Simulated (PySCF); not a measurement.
# C₅H₇F (charge +1): EPR calculation

The run: EPR calculation of C₅H₇F, charge +1, multiplicity 2, SMILES F[CH+][C]1CCC1. Method and program: UKS B3LYP, pcH-1 on C F H, non-relativistic, mean-field spin-orbit, GIAO (PySCF 2.14.0).

It belongs to a series of runs on one base structure; here: electron removed.

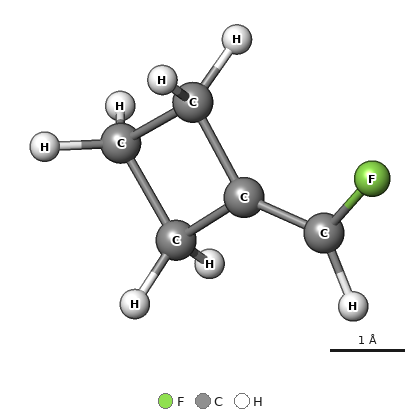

**Figure 1.** The structure (ball-and-stick view, seen at a tilt). Bond lengths as drawn: C–C 1.36 to 1.53 Å, C–F 1.30 Å and C–H 1.09 to 1.10 Å.

Summary

```json
{"quantity": "outcome", "value": "converged"}
{"quantity": "total energy", "value": "−294.224552 hartree"}
{"quantity": "⟨S²⟩", "value": "0.752"}
{"quantity": "isotropic g", "value": "2.0039"}
{"quantity": "hardware", "value": "1 CPU thread, shared host"}
{"quantity": "wall time", "value": "32 s"}
{"quantity": "peak memory", "value": "0.81 GiB"}
```

The input
```
{"job": {"kind": "epr", "basis": "pcH-1"}, "charge": 1, "multiplicity": 2}
F      2.630462     0.139231    -1.177872
C      1.995761     0.045341    -0.043709
C      0.633453     0.014536    -0.006591
C     -0.420588     0.064931    -1.040024
C     -1.470377    -0.036977     0.063093
C     -0.344268    -0.084048     1.095160
H      2.644565    -0.003547     0.825605
H     -0.397578    -0.748733    -1.774670
H     -0.435163     0.975738    -1.650253
H     -2.102223    -0.926013     0.022721
H     -2.143782     0.817930     0.146376
H     -0.277784    -0.993953     1.701547
H     -0.316867     0.736050     1.820889
```

The first line tells a small driver script what to run in PySCF; the rest is the geometry in Å.

Command:
```bash
OMP_NUM_THREADS=1 python <driver script> task.json out
```

Output
```
UKS, coarse grid
  cycle   1  E = -294.15700904  |g| = 3.97e-01
  cycle   2  E = -294.00602425  |g| = 7.19e-01
  cycle   3  E = -294.22361865  |g| = 4.42e-02
  cycle   4  E = -294.22422869  |g| = 2.56e-02
  cycle   5  E = -294.22452795  |g| = 1.13e-02
  cycle   6  E = -294.22458467  |g| = 2.53e-03
  cycle   7  E = -294.22458916  |g| = 1.35e-03
  cycle   8  E = -294.22458989  |g| = 4.32e-04
UKS, final grid
  cycle   1  E = -294.22455226  |g| = 5.58e-04
  cycle   2  E = -294.22455212  |g| = 8.46e-04
  cycle   3  E = -294.22455239  |g| = 6.33e-05
  cycle   4  E = -294.22455239  |g| = 2.09e-05
E = -294.22455239 Eh   <S^2> = 0.7519 (exact 0.7500)
g shifts (ppm)      1          2          3
  rmc          -188       -188       -188
  gc             -3         33         24
  oz_so         -45       1834       3578
  total        -236       1679       3415
hyperfine (MHz)  atom isotope    a_iso     a_fc   dipolar eigenvalues
    0   19F     117.50     117.50   -262.88   -253.30    516.18
    1   13C      28.54      28.54    -43.32    -40.21     83.53
    2   13C      11.43      11.43    -29.37    -26.24     55.61
    3   13C     -15.34     -15.34     -4.69     -2.96      7.65
    4   13C      -2.53      -2.53     -1.71     -0.29      2.00
    5   13C     -15.95     -15.95     -4.91     -3.35      8.27
    6    1H     -36.25     -36.25    -18.69     -5.16     23.84
    7    1H     107.84     107.84     -5.16     -2.14      7.30
    8    1H     108.34     108.34     -5.16     -2.14      7.30
    9    1H      24.17      24.17     -2.20     -1.82      4.02
   10    1H      23.85      23.85     -2.20     -1.81      4.02
   11    1H     112.14     112.14     -5.30     -2.36      7.66
   12    1H     112.44     112.44     -5.30     -2.38      7.68
```

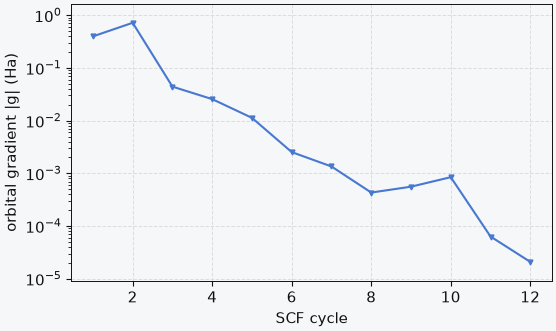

**Figure 2.** Convergence of the self-consistent field: orbital gradient |g| against the SCF cycle. All cycles printed in the log are drawn one after another.

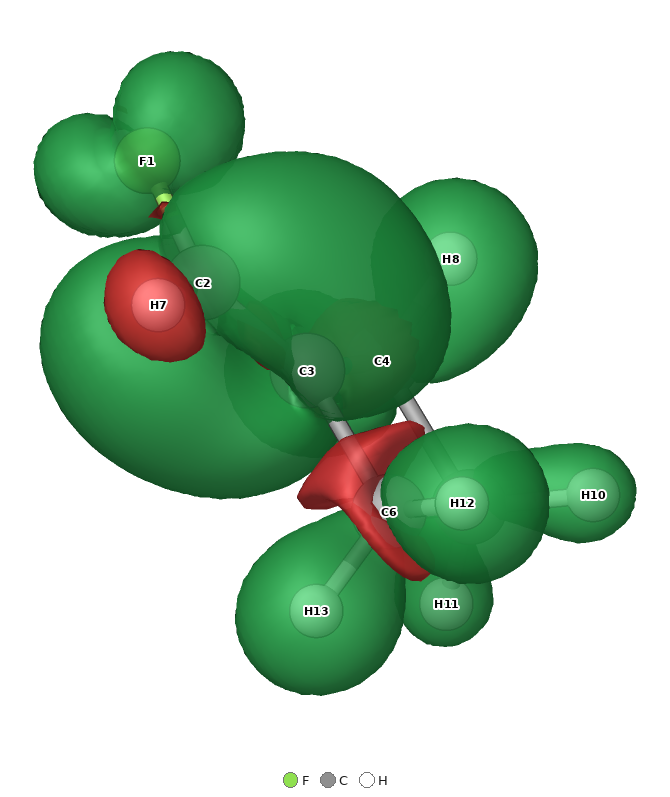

**Figure 3.** Isosurfaces of the spin density (α minus β) at +0.006 (green) and −0.006 e/Å³ (red), seen at an oblique angle. The unpaired spin (1 electron) lies mostly on C2 (about 0.4), C3 (about 0.3) and F1 (about 0.1), in electrons by Hirshfeld's partition.

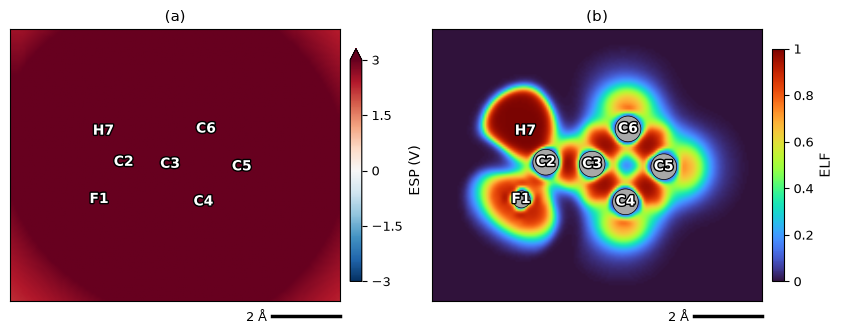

**Figure 4.** (a) molecular electrostatic potential; (b) electron localisation function on the plane of atoms C4, C3 and C6. Grey discs, where drawn, cover atomic cores. C–F (1.30 Å): the ELF peaks at about 0.85 between the atoms, which marks a polar covalent bond. C–C (1.48 Å): the ELF peaks at about 0.95 between the atoms (localised, shared-pair bonding). The potential has no marked negative region in this plane.
